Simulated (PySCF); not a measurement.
C4H13BSi

```yaml
atoms:
  - { symbol: B, position_ang: [-1.4122, -1.3306, -1.2565] }
  - { symbol: C, position_ang: [-1.5100, -0.2540, -0.1524] }
  - { symbol: C, position_ang: [-2.6008, 0.8038, -0.3182] }
  - { symbol: Si, position_ang: [0.2031, 0.6333, -0.1556] }
  - { symbol: C, position_ang: [1.6332, -0.5672, 0.1996] }
  - { symbol: C, position_ang: [2.9753, 0.1461, 0.3128] }
  - { symbol: H, position_ang: [-0.9158, -2.3673, -1.0305] }
  - { symbol: H, position_ang: [-1.8009, -1.1084, -2.3386] }
  - { symbol: H, position_ang: [-1.5959, -0.6876, 0.8483] }
  - { symbol: H, position_ang: [-2.5307, 1.2802, -1.2928] }
  - { symbol: H, position_ang: [-3.5865, 0.3471, -0.2386] }
  - { symbol: H, position_ang: [-2.5263, 1.5793, 0.4430] }
  - { symbol: H, position_ang: [0.4354, 1.3170, -1.4375] }
  - { symbol: H, position_ang: [0.1429, 1.6600, 0.9004] }
  - { symbol: H, position_ang: [1.6940, -1.3152, -0.5925] }
  - { symbol: H, position_ang: [1.4459, -1.1151, 1.1246] }
  - { symbol: H, position_ang: [3.7789, -0.5608, 0.5130] }
  - { symbol: H, position_ang: [2.9539, 0.8754, 1.1189] }
  - { symbol: H, position_ang: [3.2066, 0.6732, -0.6095] }
```

Geometry: GFN2-xTB.

Computed with PySCF 2.14.0, PBE0/pcSseg-1, SCF density, gas phase, non-relativistic.

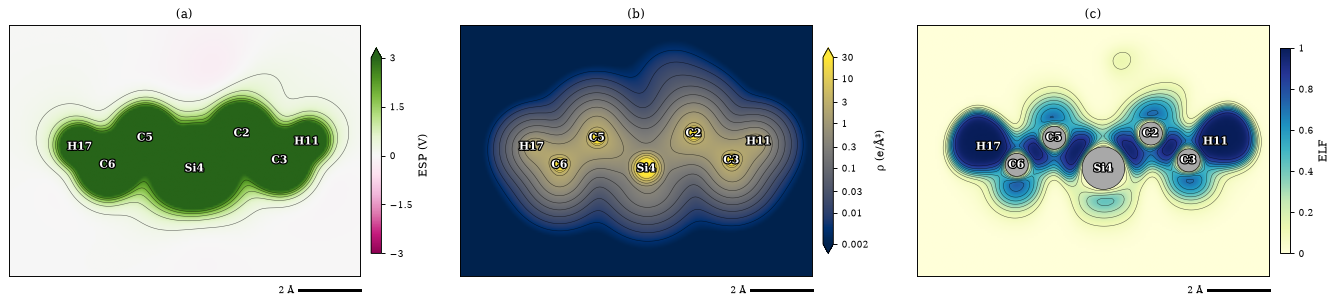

Figure 1. (a) electrostatic potential; (b) electron density; (c) ELF on the plane of atoms C2, Si4 and C5. Grey discs cover the atomic cores in the ELF map.

### What does the map show?

- The plane passes through C, Si and H nuclei.
- C–C (1.52 Å): the density is about 1.6 e/Å³ at the midpoint; the ELF peaks at about 0.95 between the atoms (localised, covalent bonding).
- C–Si (1.90 Å): ρ at the midpoint is about 0.93 e/Å³; the ELF peaks at about 0.95 between the atoms (localised, covalent bonding).
- C–H (1.09 Å): the density is about 2 e/Å³ at the midpoint; the ELF climbs to about 1 towards the hydrogen, as it does in any bond to H; a covalent bond by its length.
- The potential has no marked negative region in this plane.

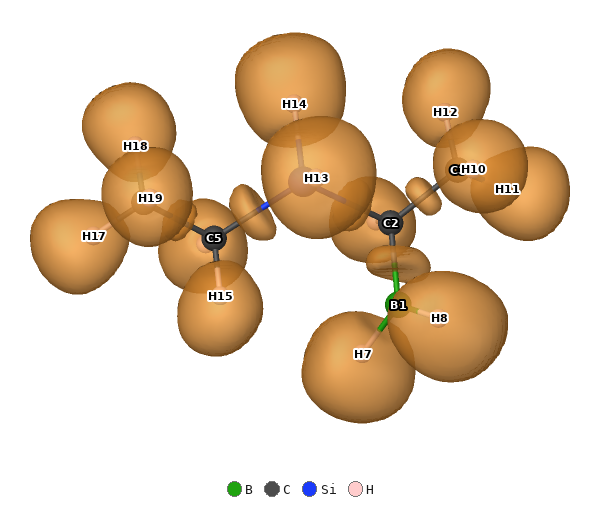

Figure 2. Isosurface of the electron localisation function at 0.85 (orange), seen across its widest extent. Only the valence region is drawn (cores and ρ < 0.01 e/Å³ removed).

### Describe the localisation domains.

The surface consists of one region between bonded B–C atoms (shared pairs), two regions between bonded C–C atoms (shared pairs), two regions between bonded C–Si atoms (shared pairs) and 13 regions around hydrogen nuclei. Along the contacts the grid gives the following. C–B (1.55 Å): the ELF peaks at about 0.95 between the atoms (localised, covalent bonding).

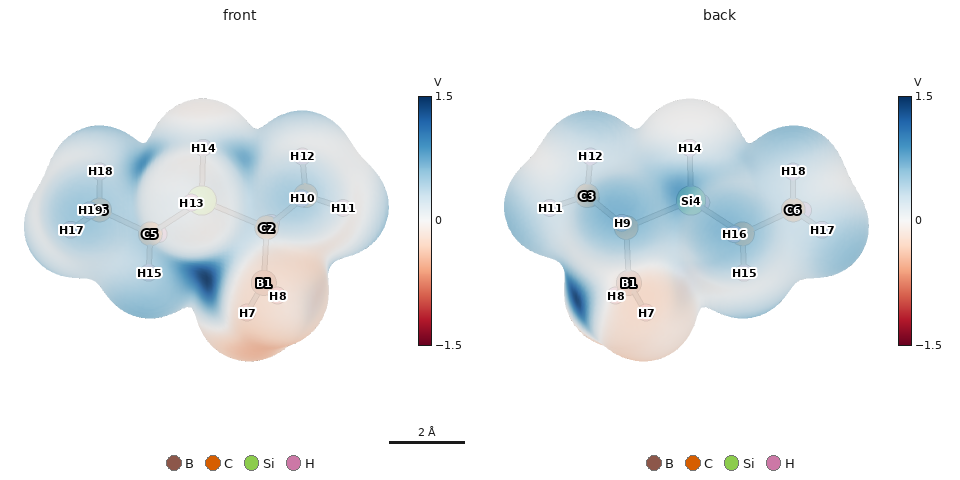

Figure 3. The electrostatic potential painted on the density surface at 0.002 e/bohr³, seen from the front and from behind; the colour scale runs from red (negative) to blue (positive).

### Which sites attract a positive test charge, and which a negative one?

A positive charge is drawn to the negative regions and a negative charge to the positive ones. The most negative region (about −0.5 V) lies over H7, the most positive (about +1.3 V) over B1 and Si4.
